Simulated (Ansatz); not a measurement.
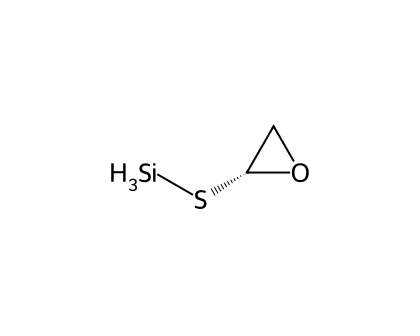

Skeletal drawing of a molecule.

Transcribe the drawing into SMILES.

Answer. [SiH3]S[C@@H]1CO1

What is the molecular formula?

Answer. C2H6OSSi.

An optimisation with PBE0-D4/def2-TZVP gave a structure of which point group?

Answer. C1.

More results for the same structure follow; atom numbers are the same in all pictures, views and colours differ. Computed geometry: PBE0-D4/def2-TZVP optimisation. No frequency run is at hand to confirm it as a minimum.

### Shape

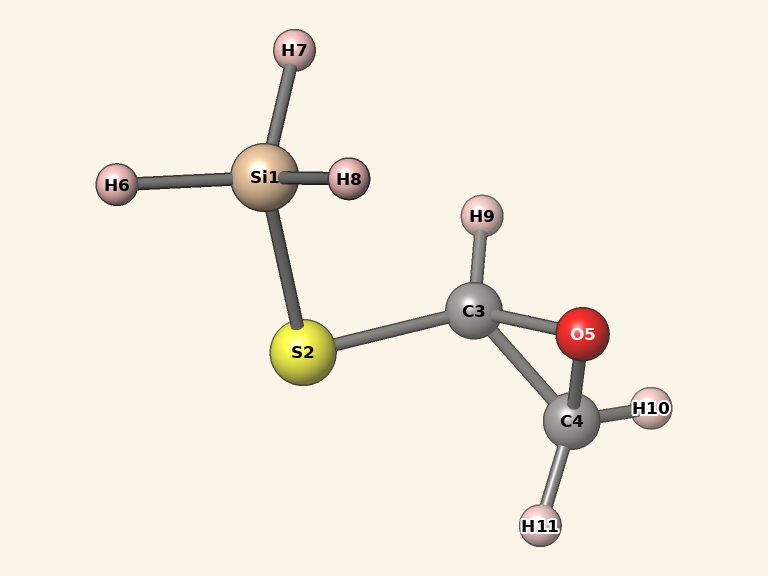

Atoms fade into the background with distance from the viewer. No frequency run is at hand to confirm it as a minimum.

Which atoms or bonds are stereogenic?

Answer. Centres: C3.

What are the Cahn–Ingold–Prelog descriptors?

Answer. C3: R (priorities S2 > O5 > C4 > H9).

### Dipole moment

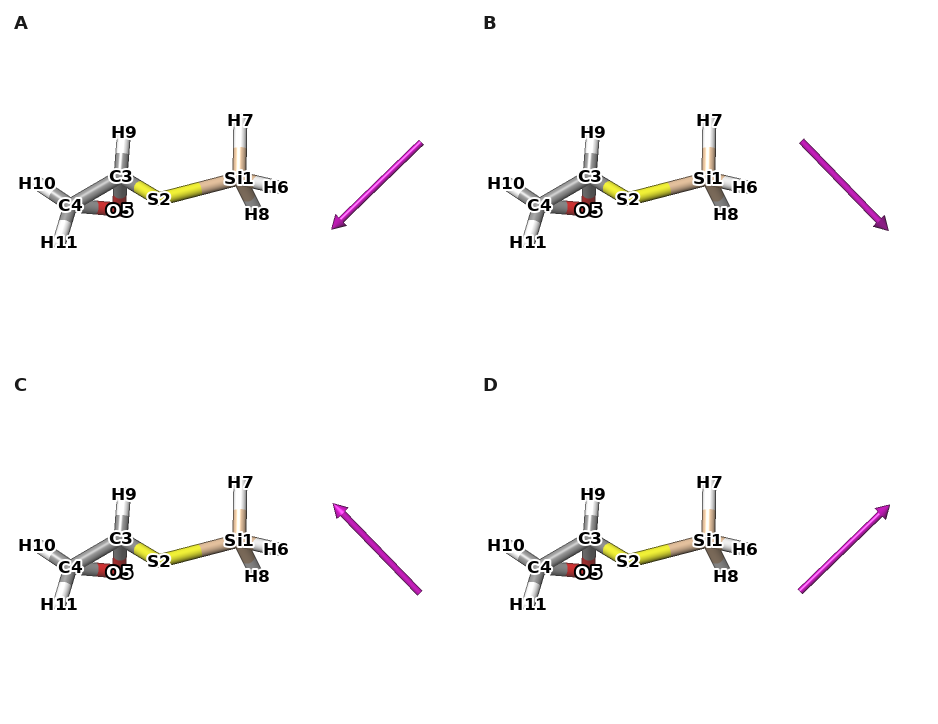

The same molecule four times, each with an arrow. No frequency run is at hand to confirm it as a minimum. Properties computed with RKS PBE-D4/def2-TZVPP (Ansatz 0.2.0).

Which arrow points along the dipole moment, from the negative to the positive end?

Answer. C. The dipole moment is 1.26 D; it points from the side of H8 to the side of H10 (the outermost atoms at the two ends).

### Levels of theory compared

No frequency run is at hand to confirm it as a minimum. Program: Ansatz 0.2.0.

Tabulate HOMO–LUMO gap (eV) at these levels: B3LYP-D4/def2-TZVPP; PBE-D4/def2-TZVPP; PBE0-D4/def2-TZVPP; r2SCAN-D4/def2-TZVPP; ωB97M-V/def2-TZVPP; ωB97X-V/def2-TZVPP.

```json
{"level": "B3LYP-D4/def2-TZVPP", "HOMO–LUMO gap (eV)": "7.03"}
{"level": "PBE-D4/def2-TZVPP", "HOMO–LUMO gap (eV)": "5.37"}
{"level": "PBE0-D4/def2-TZVPP", "HOMO–LUMO gap (eV)": "7.48"}
{"level": "r2SCAN-D4/def2-TZVPP", "HOMO–LUMO gap (eV)": "5.95"}
{"level": "ωB97M-V/def2-TZVPP", "HOMO–LUMO gap (eV)": "11.43"}
{"level": "ωB97X-V/def2-TZVPP", "HOMO–LUMO gap (eV)": "11.89"}
```

### Charges

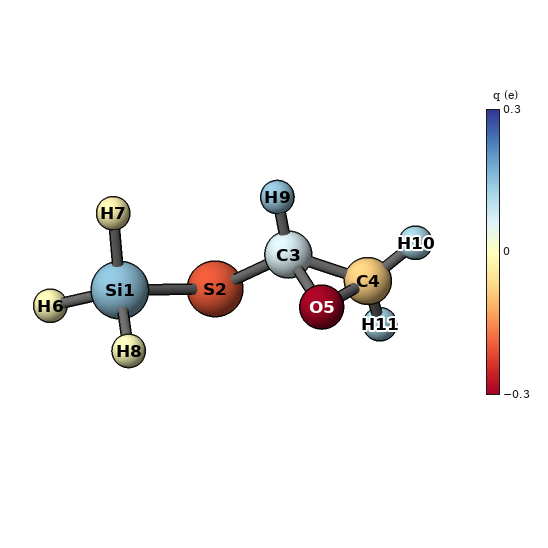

Atoms are coloured by their Mulliken charges. No frequency run is at hand to confirm it as a minimum. Level of theory: RKS PBE0-D4/def2-TZVP (Ansatz 0.2.0).

Which atom carries the highest charge (most positive or least negative)?

Answer. Si1 (0.15 e).

And the lowest?

Answer. O5 (−0.29 e).

List the Mulliken charges.

| atom | value (e) |
| --- | --- |
| Si1 | 0.15 |
| S2 | −0.20 |
| C3 | 0.06 |
| C4 | −0.08 |
| O5 | −0.29 |
| H6 | −0.01 |
| H7 | −0.02 |
| H8 | 0.00 |
| H9 | 0.14 |
| H10 | 0.12 |
| H11 | 0.13 |

Mulliken values depend strongly on the basis set and can even reverse the polarity of a bond.
